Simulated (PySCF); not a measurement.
BrGaH2 (SMILES [GaH2][Br])

The calculation's input:

```
{"job": {"kind": "sp", "xc": "wB97X", "basis": "ma-def2-TZVP", "d3": "d3bj", "grid": 2}, "charge": 0, "multiplicity": 1}
Ga    -0.222014     0.068728     0.106289
Br     1.889933    -0.554783    -0.562055
H     -0.286200     1.386582     0.934030
H     -1.360894    -0.890859    -0.347892
```

Command:

```sh
OMP_NUM_THREADS=1 python redox_run.py task.json out
```

Geometry: PBE0-D3(BJ)/ma-def2-SVP.

Method: DFT single point, gas phase, functional wB97X in PySCF 2.14.0, density-fitted response routines.

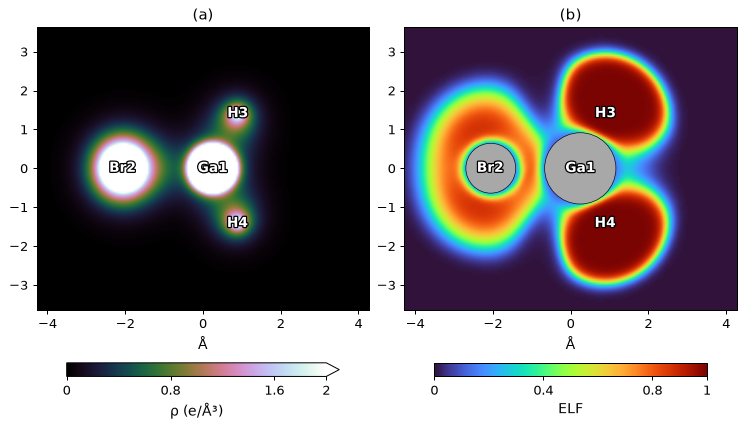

Figure 1. (a) total electron density; (b) ELF on the molecular plane. Grey discs cover the atomic cores in the ELF map.

Q: Interpret the plot.

A: The section cuts through Ga, Br and H sites. Ga–Br (2.30 Å): ρ is about 0.65 e/Å³ halfway; the ELF peaks at about 0.80 in the valence shell of Br, 1.0 Å from its nucleus, and is about 0.70 at the midpoint. Ga–H (1.56 Å): ρ is about 1 e/Å³ halfway; the ELF climbs to about 1 towards the hydrogen. The ELF also peaks beside Br2, away from the bonds: lone-pair regions.

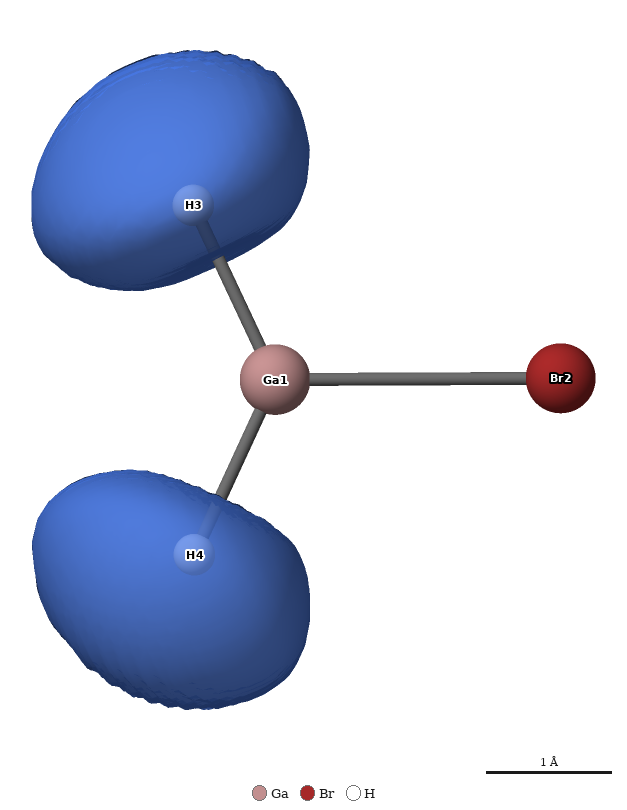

Figure 2. Isosurface of the electron localisation function at 0.9 (blue), seen across its widest extent. Only the valence region is drawn (cores and ρ < 0.01 e/Å³ removed).

Q: What do the ELF domains correspond to?

A: The ELF exceeds this value in two regions around hydrogen nuclei.

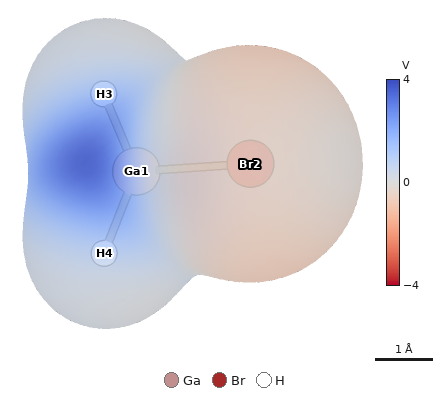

Figure 3. The molecular electrostatic potential painted on the density surface at 0.002 e/bohr³, seen at a tilt; red is negative and blue positive.

Q: Where is the surface potential most negative and most positive?

A: The most negative region (about −0.6 V, or −14 kcal/mol for a unit charge) lies over Br2, the most positive (about +3.5 V, or +81 kcal/mol for a unit charge) over Ga1.

Q: How polar is the molecule by this calculation?

A: Its dipole moment is 2.05 D.
